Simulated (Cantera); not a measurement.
Charge: 1 mol CF4, 0.12 mol CH4, equilibrated at 133 Pa.

Equilibrium computed with Cantera from the NASA thermochemical tables; the gas is ideal and each condensed phase is pure. Candidate condensed phases: C, C6H6, C7H8, C8H18; 95 gas species. Gases not in the tables: C2F6 and larger saturated fluorocarbons. Equilibrium is a limit: real reactors are often held back by kinetics, nucleation or transport.

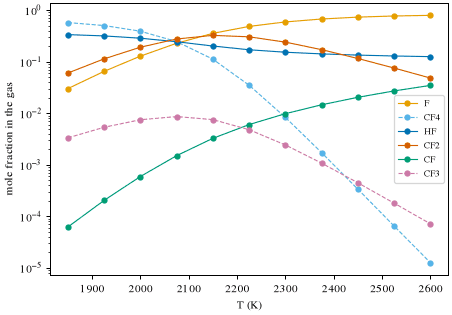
Equilibrium gas composition (values under 1e-9 drawn at 1e-9)

Problem. Read off the mole fractions at 1850 K.

Solution. CF4 about 0.57, HF about 0.33, CF2 about 0.060, F about 0.030, CF3 about 0.0033, CF about 6.2e-5.
